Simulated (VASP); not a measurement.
Band structure of BaS (rock salt). Calculation: optB86b-vdW, VASP's PBE PAW potentials (set 64) (plane waves; VASP 6.6.1).

Unless said otherwise, spin-orbit coupling is left out, though it shifts the bands of the heavy elements here.

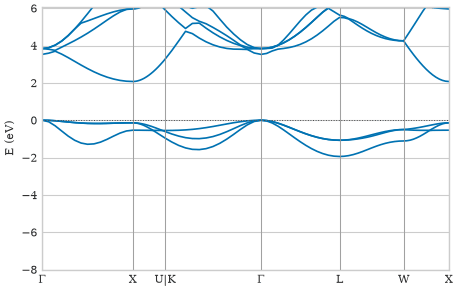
Bands along high-symmetry lines, zero at the valence-band maximum or, without a gap, the Fermi level

Read the plot: is there a gap, and where are the band edges?

The gap is indirect, 2.07 eV, from the valence maximum at Γ to the conduction minimum at X. (Edges off the drawn lines would not show.)

The compound is BaS in the rock salt structure. It was relaxed first.
